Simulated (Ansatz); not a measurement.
Fields on a plane of Ga2O3 (beta-Ga2O3 type, space group C2/m)

```xyz
10
Lattice="6.1278 -1.5195 0.0000 6.1278 1.5195 0.0000 -1.3861 0.0000 5.6406" Properties=species:S:1:pos:R:3 pbc="T T T"
Ga     0.0077     0.0000     4.4831
Ga    10.8618     0.0000     1.1575
Ga     7.6373     0.0000     1.7738
Ga     3.2323     0.0000     3.8667
O      1.8613     0.0000     0.6157
O      9.0083     0.0000     5.0248
O      1.3433     0.0000     3.1786
O      9.5263     0.0000     2.4620
O      5.7271     0.0000     1.4453
O      5.1424     0.0000     4.1952
```

The slice is a (-1 0 1) plane (indices of the conventional cell) through the point (0.827, 0.827, 0.436) (fractional), spanned by u = [1 -1 0] and v = [111] in vectors of this cell: u (3.04 Å) and v (12.25 Å, at 90° to u). It covers one period; positions are fractions (u, v).

Atoms on it: O at (0.00, 0.00). Other atoms lie within 1 Å of the plane.

These are r2SCAN (plane waves to 500 eV, PAW, scalar-relativistic; Ansatz, an electronic-structure program) values and carry that method's errors. k mesh 11×11×6. Inside the PAW spheres the values are not all-electron values, and peaks at nuclei hang on which shells count as valence. Ga2O3 was relaxed with its symmetry unable to fall.

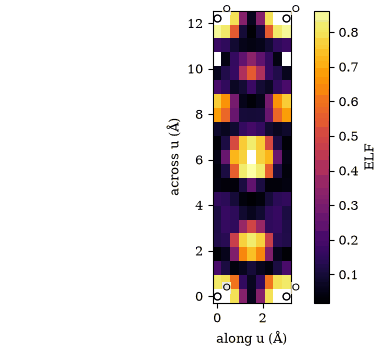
Fig. 1. Electron localisation function (ELF), one period of the plane, atoms marked. Points within 0.4 Å of a nucleus are left white, as the pseudised field means little there.

```
|1100000000000000|
|0000000000000000|
|0000000000000000|
|0000000011000000|
|0000000000000000|
|5533000000000033|
|3322000000000022|
|0000000000000000|
|0000001133110000|
|0000003366330000|
|0000003366330000|
|0000000000000000|
|0000000000000000|
|0000000000000000|
|0000000011000000|
|0000115599551100|
|0000002244220000|
|0000000000000000|
|1100000000000000|
|0000000000000000|
```
Scale: ten equal steps from 0.000 (start of '0') to 0.190 (end of '9'), in the order '0123456789'. Values: density of the highest valence band (whole band, smooth part) in e/Å³. The map has 8 points along u (two characters each, u = 0 at the left) and 20 along v (v = 0 in the bottom row).
